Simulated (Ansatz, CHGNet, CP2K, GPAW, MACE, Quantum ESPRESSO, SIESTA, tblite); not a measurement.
**Other levels on random packing of C68N32 (at. %) (79 atoms)**

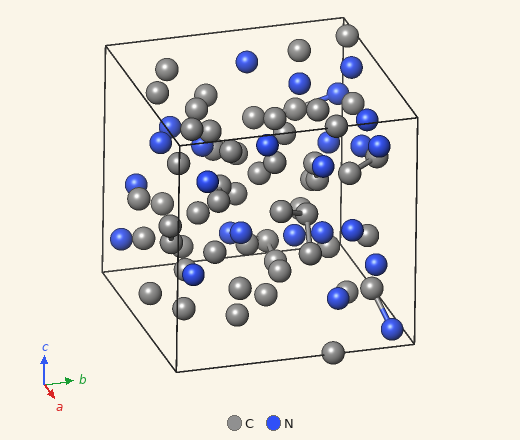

The cell (carbon grey, nitrogen blue). Bonds to atoms that aren't drawn are left out. Some periodic images of atoms are drawn too.

Density of this cell: 2.36 g/cm³. The cell holds 79 atoms: 54 C and 25 N. Its edges and angles: a = 8.889 Å, b = 8.889 Å, c = 8.889 Å, α = 90.0°, β = 90.0°, γ = 90.0°. 79 atoms (54 C, 25 N) packed at random in a cube at 2.36 g/cm³ and pushed apart as soft spheres; a start for melting by ab initio MD, not an equilibrated structure. Then every atom was moved at random, 0.02 Å r.m.s. a Cartesian component.

Geometry: as built.

The reference, a calculation:

* method: Kohn-Sham DFT, PBE, PAW, plane waves (Ansatz 0.2.0); cutoff 420 eV, Γ point, fermi-dirac smearing of 0.05 eV; PAW set soft_2
* r.m.s. force component: 1.957 eV/Å
* longest force: 5.884 eV/Å
* pressure: -23.89 GPa
* SCF cycles: 9
* time: 4.4 s on 8 threads of Arm Neoverse V2, shared host
* CPU time: 24 s

Runs, in no order:
A. GPAW PBE, LCAO szp(dzp), h 0.18 Å: Kohn-Sham DFT, PBE, PAW, atomic orbitals (szp(dzp))
B. QE PBE, sssp-1.3.0-efficiency, 60/480 Ry: Kohn-Sham DFT, PBE, SSSP efficiency 1.3.0 pseudopotentials, plane waves
C. CP2K PBE, SZV-MOLOPT-SR, 600/50 Ry, diagonalisation: Kohn-Sham DFT, PBE, GTH-PBE pseudopotentials, Gaussian and plane waves, SZV-MOLOPT-SR-GTH, diagonalisation
D. SIESTA PBE, SZ, shift 0.01 Ry, mesh 500 Ry: Kohn-Sham DFT, PBE, PseudoDojo 0.4.1 norm-conserving pseudopotentials (converted to PSML), numerical atomic orbitals (SZ), diagonalisation
E. SIESTA RPBE, PBE potentials, DZP, shift 0.01 Ry, mesh 500 Ry: Kohn-Sham DFT, RPBE, PseudoDojo 0.4.1 norm-conserving pseudopotentials (converted to PSML), numerical atomic orbitals (DZP), diagonalisation

Q: Order them from the smallest to the largest r.m.s. force difference.

B, E, A, C, D.

```csv
run,"Δ force, r.m.s. (meV/Å)",share of r.m.s. force (%),CPU time
"B. QE PBE, sssp-1.3.0-efficiency, 60/480 Ry",7.62,0.390,5.6 min
"E. SIESTA RPBE, PBE potentials, DZP, shift 0.01 Ry, mesh 500 Ry",93.4,4.77,6.2 min
"A. GPAW PBE, LCAO szp(dzp), h 0.18 Å",530,27.1,2.3 min
"C. CP2K PBE, SZV-MOLOPT-SR, 600/50 Ry, diagonalisation",929,47.5,3.6 min
"D. SIESTA PBE, SZ, shift 0.01 Ry, mesh 500 Ry",1411,72.1,86 s
```

The electron count is odd in these runs, and they have no spin polarisation, so the unpaired electron is spread evenly over both spins. The electron count is odd and the run has no spin polarisation, so levels at the top are partly filled by construction. The electronic-structure runs sample only Γ, in a cell whose shortest periodic width is 9 Å, which is coarse for a cell with partly filled levels.

[Logs are printed without paths, hosts, clocks, repeated set-up lines and the standing remarks that a program may print on its own settings, such as how far it seeks lower states.]

[Hosts, paths, dates, database ids (printed as entryN), source tags and the programs' standing remarks are cut or masked in the printed files.]
